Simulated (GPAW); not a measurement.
Consider BaPbO3 (C2/m).

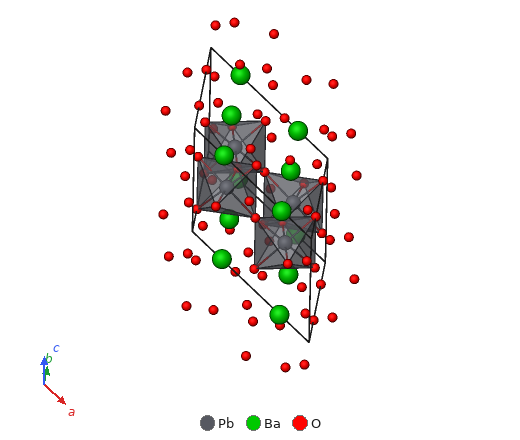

The structure (lead dark grey, barium green, oxygen red). Some periodic images of atoms are drawn too.

```xyz
10
Lattice="4.2655 -4.2404 0.0000 4.2655 4.2404 0.0000 -4.2246 0.0000 4.2772" Properties=species:S:1:pos:R:3 pbc="T T T"
Pb    0.0205   -2.1202    2.1386
Pb    0.0205    2.1202    2.1386
Ba    2.1423    0.0000    0.0180
Ba    2.1642    0.0000    4.2592
O     2.1532   -1.8234    2.1386
O     2.1532    1.8234    2.1386
O    -0.2478    0.0000    1.9145
O     4.5543    0.0000    2.3627
O     4.2655    1.8955    0.0000
O     4.2655   -1.8955    0.0000
```

Absorber: atom 7, with 2 Pb at 2.15 Å (bent, 161°, site symmetry m). Method: GPAW, LDA, excited-electron core hole (neutral cell), 10-atom cell with 6.0 Å between holes, 5×4×4 k points, dipole transitions, Gaussian full width 0.9 eV up to 4 eV, rising linearly to 3.5 eV at 25 eV, without spin-orbit coupling.

**Question.** Where do the maxima of the O K edge fall?

Main maxima up to 24 eV above the zero (height): 1.0 eV (0.96), 4.3 eV (2.51), 7.6 eV (1.48), 11.5 eV (0.94) and 16.0 eV (0.75). A K edge sees empty p states on the absorber. The total-energy difference is 532.75 eV. One term is added: -8.83 eV, since the hole is spin-paired here and a spin-polarised one costs that much less in the free atom (computed apart). The photon energy is then 523.92 eV. The functional leaves an error in such absolute values: in the free atom LDA prices this hole 4.1 eV below PBE (computed apart), and PBE is itself good to a few eV.

The O K spectrum (energy from the lowest empty level; intensity scaled to a mean of 1 over the first 20 eV; polarised curves are means over the symmetry-equivalent atoms):

```csv
E (eV),isotropic,ε ∥ x,ε ∥ y,ε ∥ z
-2.0,0.00,0.00,0.00,0.00
-0.5,0.07,0.02,0.16,0.02
1.0,0.96,0.10,2.67,0.10
2.5,0.45,0.14,1.02,0.18
4.0,2.36,2.88,1.41,2.81
5.5,1.45,1.41,1.57,1.36
7.0,1.36,0.91,2.21,0.97
8.5,1.32,1.06,1.80,1.12
10.0,0.98,1.08,0.85,1.01
11.5,0.94,1.33,0.23,1.28
13.0,0.60,0.72,0.32,0.76
14.5,0.59,0.68,0.34,0.76
16.0,0.75,0.94,0.33,0.99
17.5,0.67,0.85,0.36,0.80
19.0,0.66,0.78,0.46,0.75
20.5,0.78,0.90,0.58,0.85
22.0,0.87,0.95,0.72,0.93
23.5,0.91,0.89,0.94,0.91
25.0,1.03,0.91,1.24,0.94
26.5,1.25,1.05,1.65,1.06
28.0,1.35,1.04,1.98,1.05
29.5,1.21,0.87,1.90,0.87
31.0,1.04,0.80,1.54,0.78
```

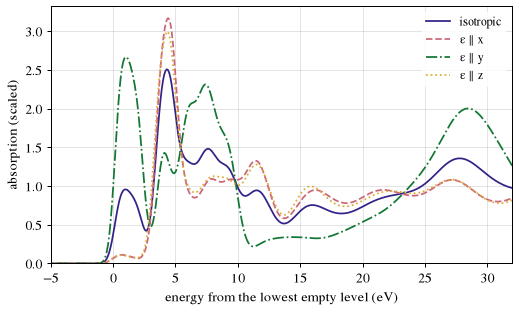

The O K edge.

The unit cell's mesh shows no gap over 0.35 eV. That is right for a metallic compound; for a small-gap or correlated insulator it would be the fault of the functional or of the assumed magnetic order, and the hole would be screened too well. The crystal has 3 inequivalent O sites and not all are shown here, while a measurement adds them all. The holes are only 6.0 Å apart, so the shape is probably not converged with cell size; no larger cell was run here. The mesh is coarse (0.32 Å⁻¹ between points), so small maxima may be mesh ripples. The structure is a published determination, not relaxed.

[Banner, clock and machine lines of the logs are left out without a mark of their own.]

[Logs are printed without paths, hosts, clocks, repeated set-up lines and the standing remarks that a program may print on its own settings, such as how far it seeks lower states.]

[Hosts, paths, dates, database ids (printed as entryN), source tags and the programs' standing remarks are cut or masked in the printed files.]

[Lists of maxima count a maximum above −3 eV only where it reaches 4 % of the highest in the window and stands out from its surroundings by 2 % of it (1.5 % where it reaches 55 %); shoulders and weaker maxima are passed over, and of the rest the first, up to two pre-edge ones and the few strongest are named.]
